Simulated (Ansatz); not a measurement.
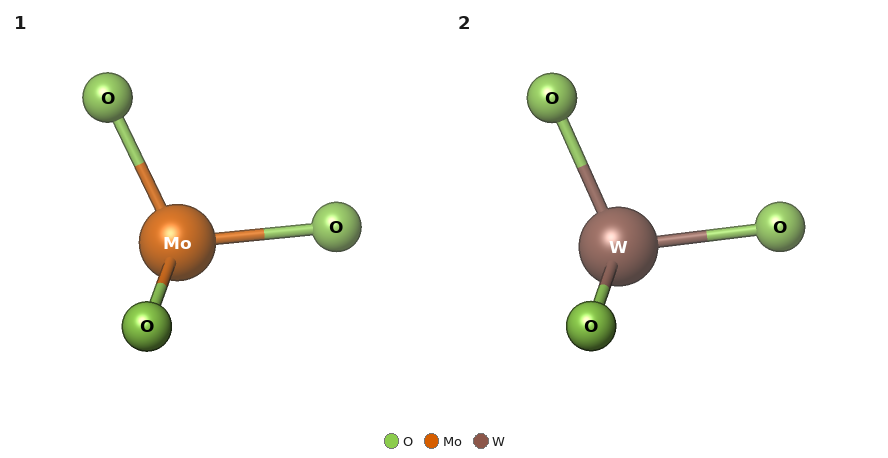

2 molecules with one skeleton, seen from the same side and at one scale. Each species is neutral and a spin singlet. Computed geometries: PBE0-D4/def2-TZVP optimisations, one conformation each. Properties computed with Ansatz 0.2.0. Elements past Kr carry core potentials.

One atom differs, called X below: Mo in panel 1, W in panel 2. Their formulas are MoO3 (`[O]=[Mo](=[O])=[O]`), WO3 (`[O]=[W](=[O])=[O]`).

In which is the HOMO–LUMO gap larger (r2SCAN-D4/def2-TZVPP)?

In panel 1 (X = Mo).

In which is the dipole moment larger (PBE0-D4/def2-TZVP)?

In panel 2 (X = W).

Give the values. With PBE0-D4/def2-TZVP: mean length of X–O (Å), mean angle O–X–O (°), dipole moment (D), harmonic zero-point energy (kJ/mol). With r2SCAN-D4/def2-TZVPP: HOMO energy (Kohn–Sham orbital) (eV), HOMO–LUMO gap (eV), vertical ionisation energy (eV).

| quantity | 1 (Mo) | 2 (W) | 2 − 1 |
| --- | --- | --- | --- |
| mean length of X–O (Å) | 1.692 | 1.716 | +0.024 |
| mean angle O–X–O (°) | 110.3 | 107.5 | −2.8 |
| dipole moment (D) | 5.02 | 5.78 | +0.76 |
| harmonic zero-point energy (kJ/mol) | 23.9 | 23.8 | −0.1 |
| HOMO energy (Kohn–Sham orbital) (eV) | −7.79 | −7.65 | +0.14 |
| HOMO–LUMO gap (eV) | 2.59 | 2.32 | −0.27 |
| vertical ionisation energy (eV) | 11.19 | 11.00 | −0.19 |
